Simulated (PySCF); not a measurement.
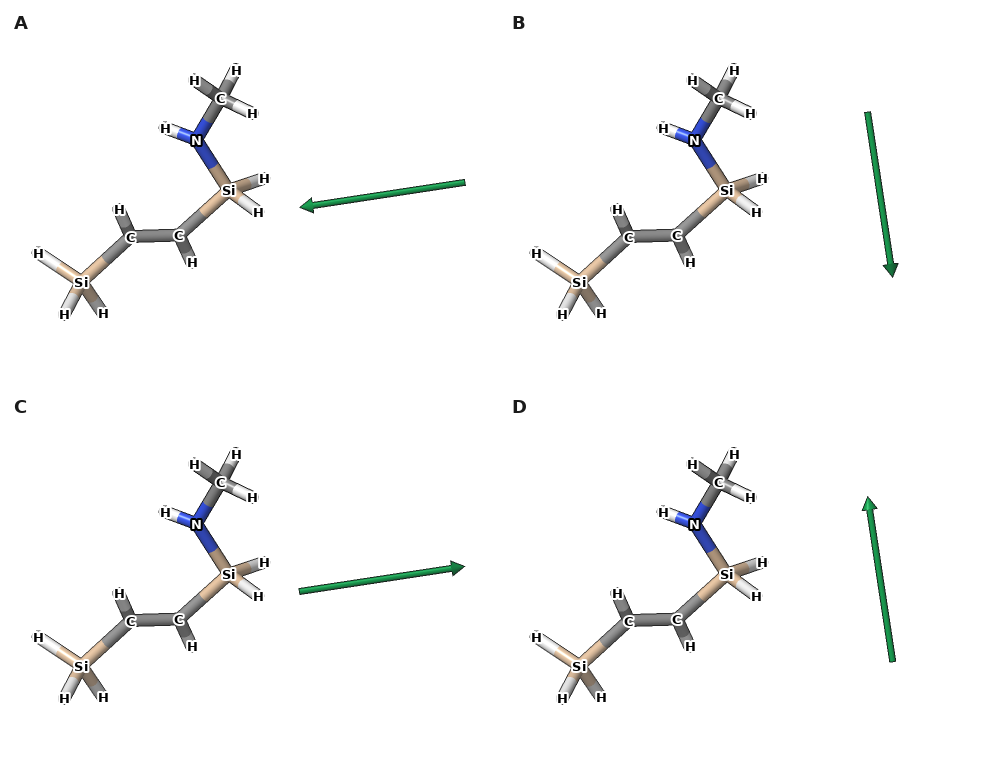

The same molecule four times, each with an arrow. The computed structure is the end point of a GFN2-xTB optimisation. No frequency run is at hand to confirm it as a minimum. Level of theory: PBE0/def2-SVPD, gas phase (PySCF 2.14.0).

Question: Which arrow points along the dipole moment, from the negative to the positive end?

Answer: D. The dipole moment is 1.05 D.

The geometry is semi-empirical. Around Si such bond lengths and angles can be off by a tenth of an ångström or more and by several degrees, and values that hang on the shape move with them.
